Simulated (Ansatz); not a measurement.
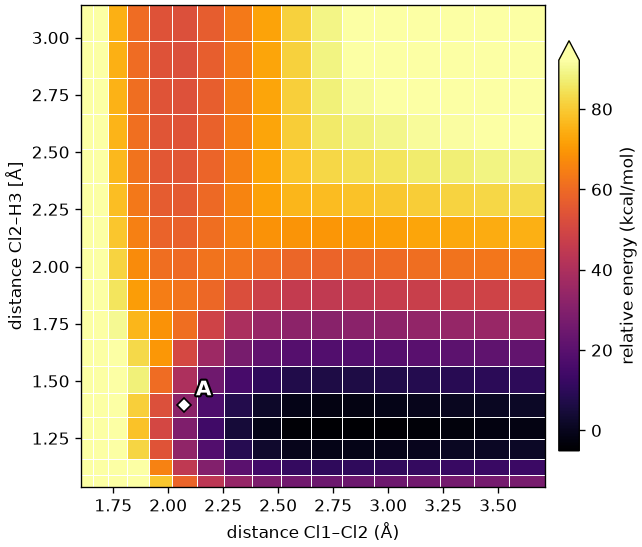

The system Cl + ClH, spin multiplicity 2. 
- Coordinates scanned: (1) distance Cl1–Cl2; (2) distance Cl2–H3.
- Nothing is relaxed (the angle Cl1–Cl2–H3 is fixed at 100 degrees).
- The grid has 17 × 17 points.
- Energies are in kcal/mol, from Cl far from the relaxed ClH (each part in its own basis).
- Energies and slopes of some neighbouring points disagree (a jump in structure or state, or too coarse a mesh). In part of the range the unrestricted reference is strongly spin-contaminated.
- The calculation used Ansatz 0.2.0, UKS PBE0-D4/def2-SVPD.

In the figure: one coloured cell a grid point, one colour for all values above the top of the scale, the point A.

Which way does the force act at A, and how strong is it?

Answer. A, at distance Cl1–Cl2 = 2.073 Å, distance Cl2–H3 = 1.394 Å, is not a stationary point. The computed force is 154 kcal/mol for each Å towards larger values of distance Cl1–Cl2 and 54 kcal/mol for each Å towards smaller values of distance Cl2–H3.
